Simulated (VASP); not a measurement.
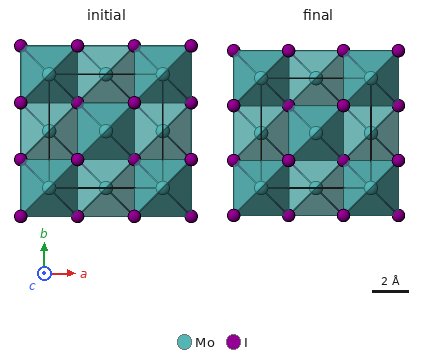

The structure of solid MoI (a generated structure, set up in F-43m) before (left) and after (right) a relaxation, at one scale.

The picture is a polyhedral view of the conventional cell (4 times the calculation's cell), seen along the c axis. Lengths and directions refer to the drawn axes.

The run lets cell and atoms move.

These are results of Kohn-Sham DFT of a periodic cell, PBE, DFT+U, VASP PAW PBE potentials, recommended in VASP 6.6.1, not measurements.

Input file:
```
  PREC = Accurate
  ENCUT = 600
  EDIFF = 1E-7
  ISMEAR = -1
  SIGMA = 0.05
  LREAL = F
  LASPH = T
  NELM = 100
  ALGO = Normal
  ISIF = 3
  LWAVE = F
  LCHARG = F
  LMAXMIX = 4
  LDAU = T
  LDAUTYPE = 2
  LDAUL = 2 -1
  LDAUU = 2 0
  LDAUJ = 0 0
  LDAUPRINT = 1
  GGA = PE
  IBRION = 2
  NSW = 60
  EDIFFG = -0.01
```

Command:
```bash
cat potpaw_PBE.64/Mo_sv/POTCAR potpaw_PBE.64/I/POTCAR > POTCAR
mpirun -np 1 vasp_std > vasp.out
```

What changed between the two?

The atoms keep their places relative to the cell (all moves are under 0.005 Å). The drawn cell changes as follows: a = b = c 6.358 → 6.142 Å (−3.4 %); the volume changes by −9.8 %. Near-neighbour distances that change, for instance: I–Mo 2.753 → 2.660 Å. The space group stays F-43m (No. 216). After 2 geometry steps the energy has fallen by 60.0 meV per atom. All forces vanish by symmetry, so only the cell relaxes. Pressure: −5.43 GPa at the start and −0.03 GPa at the end.
